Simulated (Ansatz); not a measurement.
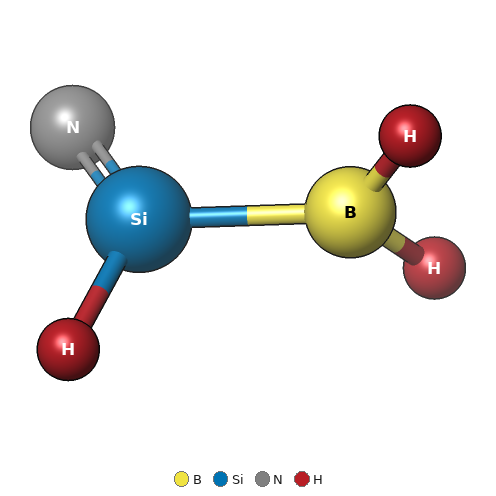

Figure made from data computed with Ansatz.

Orthographic view. Distant atoms are faded towards the background colour. The species has charge −1 and is a spin singlet. Geometry: atoms displaced at random (about 0.1 Å) from a stationary point of GFN2-xTB.

Q: Give the standard InChI.

A: InChI=1S/BH3NSi/c1-3-2/h3H,1H2/q-1
